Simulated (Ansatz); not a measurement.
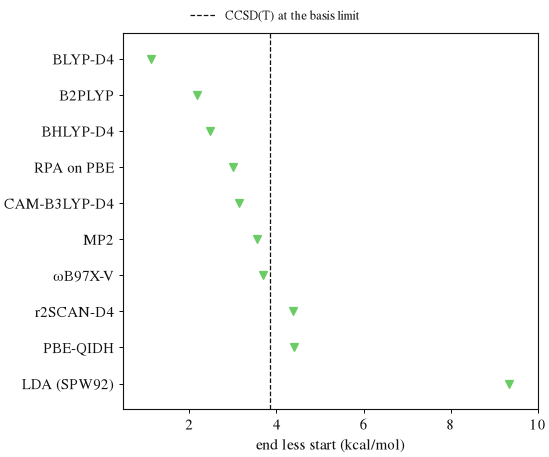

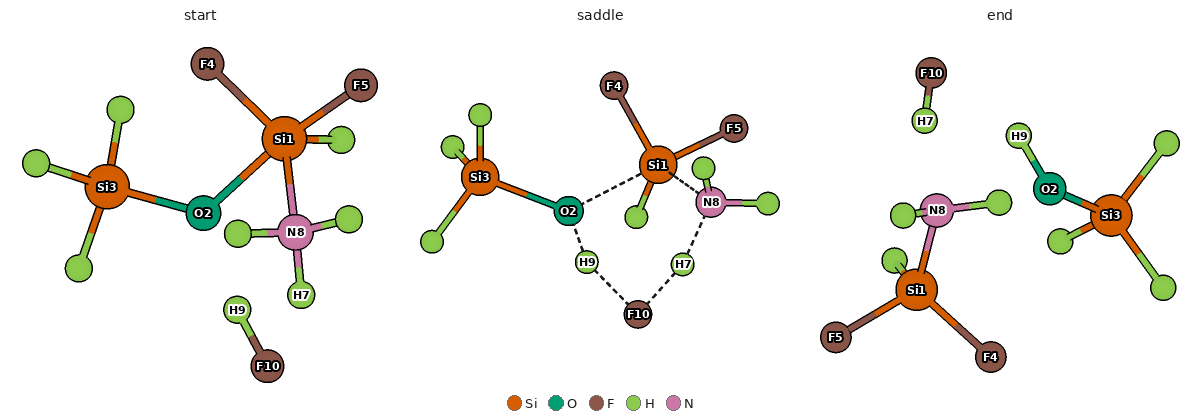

Energy change in one step of Si₂NH₈OF₃ at several levels. In the step O2–H9 (1.51 → 1.04 → 0.97 Å) and H7–F10 (1.84 → 1.19 → 0.97 Å) form; Si1–O2 (1.77 → 2.01 → 2.81 Å), H7–N8 (1.03 → 1.23 → 1.63 Å) and H9–F10 (0.97 → 1.38 → 1.86 Å) break; Si1–N8 (1.93 → 1.82 → 1.73 Å) shortens (lengths at start, saddle and end; changes of bond order aren't listed). Electronic energies at PBE0-D4/def2-TZVP geometries, energies in def2-TZVPP, the Ansatz code 0.2.0; cores frozen in correlated methods, no zero-point terms. Start and end are the structures at the ends of the path (complexes, where there are several molecules). The line is the MP2 basis limit plus CCSD(T) less MP2 in triple zeta. B2PLYP, RPA on PBE and PBE-QIDH hold a correlation term that converges slowly with the basis, so part of the distance to the limit is basis error. No dispersion term is added to B2PLYP and PBE-QIDH. The distance of MP2 to the limit includes basis error. The limit lies 0.5 kcal/mol from CCSD(T) in triple zeta, so the line itself is uncertain by a part of that.

What range do the values span, the line included?

From 1.1 kcal/mol (BLYP-D4) to 9.4 kcal/mol (LDA (SPW92)).

Give the values.

| level | kcal/mol | less CCSD(T) at the basis limit |
| --- | --- | --- |
| BLYP-D4 | 1.1 | −2.7 |
| B2PLYP | 2.2 | −1.7 |
| BHLYP-D4 | 2.5 | −1.4 |
| RPA on PBE | 3.0 | −0.9 |
| CAM-B3LYP-D4 | 3.1 | −0.7 |
| MP2 | 3.5 | −0.3 |
| ωB97X-V | 3.7 | −0.2 |
| r2SCAN-D4 | 4.4 | 0.5 |
| PBE-QIDH | 4.4 | 0.5 |
| LDA (SPW92) | 9.4 | 5.5 |
| CCSD(T) at the basis limit | 3.9 | 0.0 |
